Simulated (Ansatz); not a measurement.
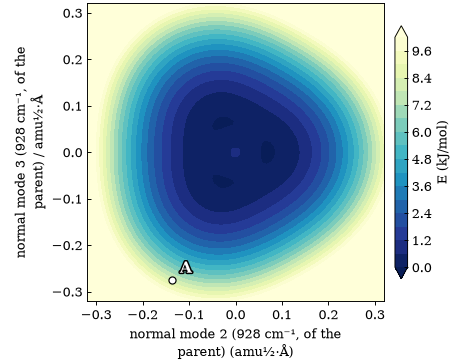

CH3S, spin multiplicity 2. 
- The first coordinate is: normal mode 2 (928 cm⁻¹, of the parent); the second: normal mode 3 (928 cm⁻¹, of the parent).
- Nothing is relaxed (straight displacements along the two mass-weighted modes).
- The scan uses a 15 × 15 grid; 120 points were computed and 105 follow by symmetry.
- Points are written as (first, second).
- Energies are in kJ/mol, from the lowest grid point.
- Near the degeneracy a single determinant is a rough description.
- Method: UKS CAM-B3LYP-D4/def2-SVPD (Ansatz).

The picture shows filled contours, one colour for all values above the top of the scale, the point A. Between grid points the surface is interpolated.

**Is A at rest? If not, where is it pushed?**

A, at (−0.137 amu½·Å, −0.275 amu½·Å), is not a stationary point. The computed force is 30 kJ/mol for each amu½·Å towards larger values of the first coordinate and 65 kJ/mol for each amu½·Å towards larger values of the second coordinate.
